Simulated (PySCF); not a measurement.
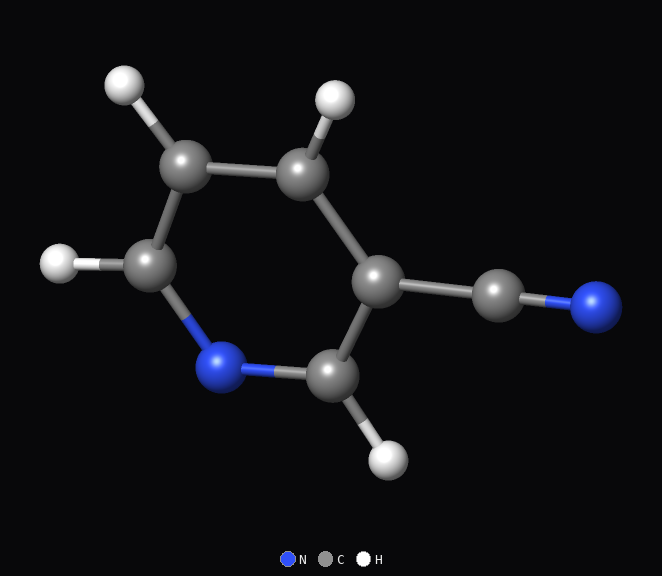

Ball-and-stick drawing of a structure. Every bond is drawn as one stick, whatever its order.

The geometry was computed by an optimisation with GFN2-xTB. No frequency run is at hand to confirm it as a minimum.

What is the molecular formula?

C6H4N2, 12 atoms: 6 carbon, 4 hydrogen and 2 nitrogen.

Which point group does it belong to?

Cs.

More results for the same structure follow; atom numbers are the same in all pictures, views and colours differ.

## Electronic properties

No frequency run is at hand to confirm it as a minimum. Method: B3LYP/pcJ-1, gas phase (PySCF 2.14.0).

Give the dipole moment at this level.

3.93 D.

Give the HOMO–LUMO gap at this level.

5.68 eV.

What is the HOMO energy (Kohn–Sham orbital)?

−7.83 eV.

## Spin–spin coupling

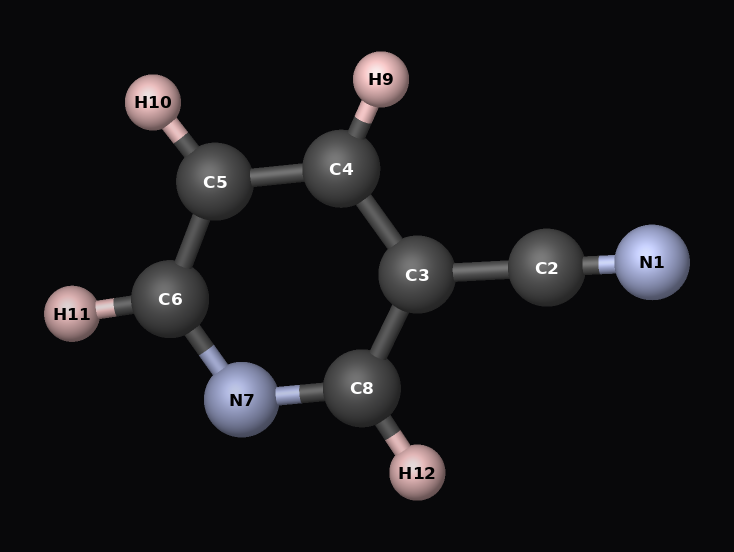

No frequency run is at hand to confirm it as a minimum. Level of theory: B3LYP/pcJ-1 indirect spin-spin coupling, non-relativistic, gas phase (PySCF 2.14.0). Isotopes: 13C, 1H, 15N.

Give the spin–spin coupling constants of these pairs, with the number of bonds between them: N7/C8, N7/H11, N7/H12, N1/C8, C2/N7, N7/H10.

```csv
pair,bonds apart,J (Hz)
"N7, C8",1,−0.6
"N7, H11",2,−12.0
"N7, H12",2,−11.9
"N1, C8",3,−0.8
"C2, N7",3,−0.6
"N7, H10",3,−1.4
```

## Quadrupole coupling

No frequency run is at hand to confirm it as a minimum. Electric field gradients from the ground-state density, B3LYP/pcJ-1 (PySCF 2.14.0), non-relativistic apart from any core potentials.

Give the largest field-gradient component, the quadrupole coupling constant and the asymmetry for 14N at N1 (Q = 20.44 mb), 14N at N7 (Q = 20.44 mb).

| atom | V_zz (a.u.) | e²qQ/h (MHz) | η |
| --- | --- | --- | --- |
| N1 | −0.985 | −4.73 | 0.09 |
| N7 | −1.166 | −5.60 | 0.39 |
